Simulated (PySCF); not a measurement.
C$_{4}$H$_{8}$O, SMILES `OCC1CC1`.

PySCF calculation, PBE0/def2-SVP, gas phase; geometry: GFN2-xTB. No frequency check shows the geometry to be a minimum. Without diffuse functions Rydberg states are missing, so the states' numbers hold for this basis only.

Coordinates in Å:

```
O1      -2.0437   -0.2762    0.0766
C2      -0.9533    0.5701   -0.2128
C3       0.3154    0.1311    0.4820
C4       1.1998   -0.8879   -0.1747
C5       1.6485    0.5374   -0.0659
H6      -1.7879   -1.1820   -0.1323
H7      -1.2574    1.5619    0.1331
H8      -0.7836    0.6179   -1.2991
H9       0.2129    0.0771    1.5591
H10      0.9187   -1.2538   -1.1518
H11      1.6830   -1.6299    0.4426
H12      2.4375    0.7792    0.6291
H13      1.6643    1.1342   -0.9652
```

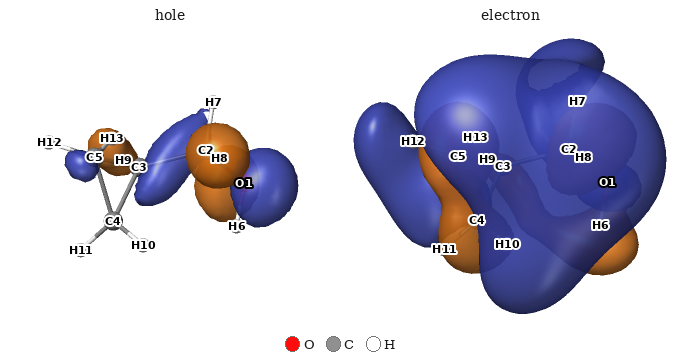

Leading natural transition orbital pair of T₂ (TDA triplet states); the surfaces enclose about 78 % of each orbital's density.

### Give its energy and the atoms that hole and electron lie on.

8.30 eV (149 nm), spin-forbidden from the singlet ground state, partly diffuse acceptor orbital, which a basis without diffuse functions describes poorly; the leading pair carries 97 %; hole on O1 (52 %), C2 (13 %) and C3 (10 %), electron on H8 (23 %), H13 (16 %) and C2 (14 %) (atom shares of so diffuse an orbital are rough); their centroids lie 1.8 Å apart; T₃ lies within 0.1 eV of it. In canonical orbitals it is mainly HOMO → LUMO+2 (72 %). The HOMO–LUMO gap is 9.41 eV.
